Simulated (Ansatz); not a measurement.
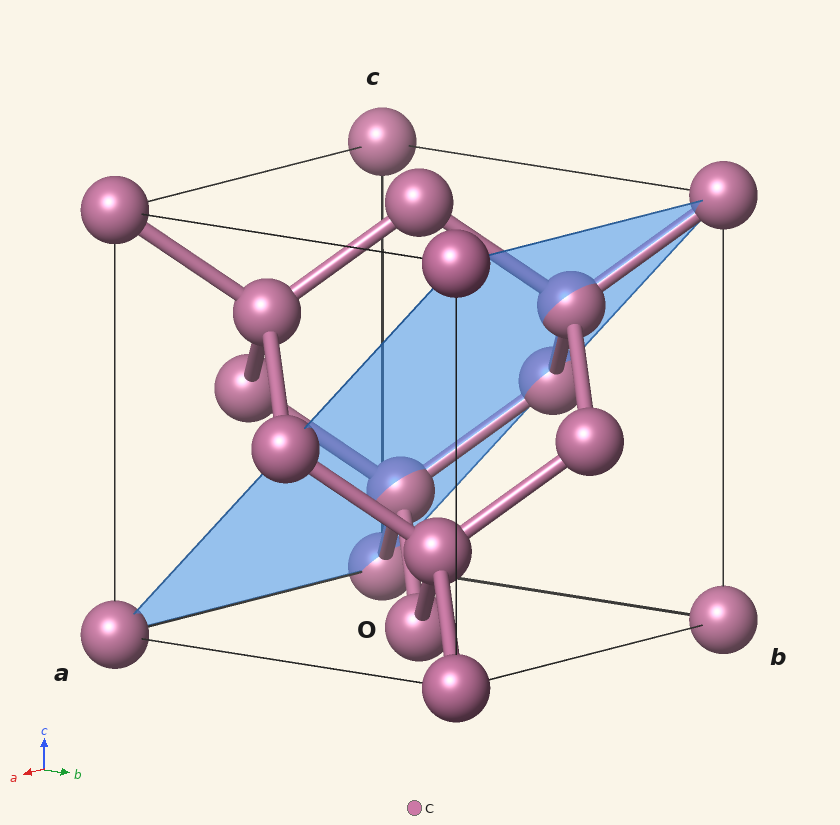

Crystal: C, the input geometry of an electronic-structure calculation (not necessarily at equilibrium). Every member of one family of equally spaced planes, hx + ky + lz = a whole number, that cuts the unit cell is shaded (one member passes through the origin O). The drawing is computed from the coordinates (standard cell, symmetry found to 0.002 Å).

a = 3.567 Å, b = 3.567 Å, c = 3.567 Å, α = 90.00°, β = 90.00°, γ = 90.00°.

> What are the Miller indices?

(0 1 −1); the opposite sign names the same planes. The member next to the origin meets the axes a never, b at 1, c at −1.

> What is the spacing?

d = 2.522 Å.

> Which atoms of the cell lie in these planes (within 0.03 Å)?

4 of the 8 C.
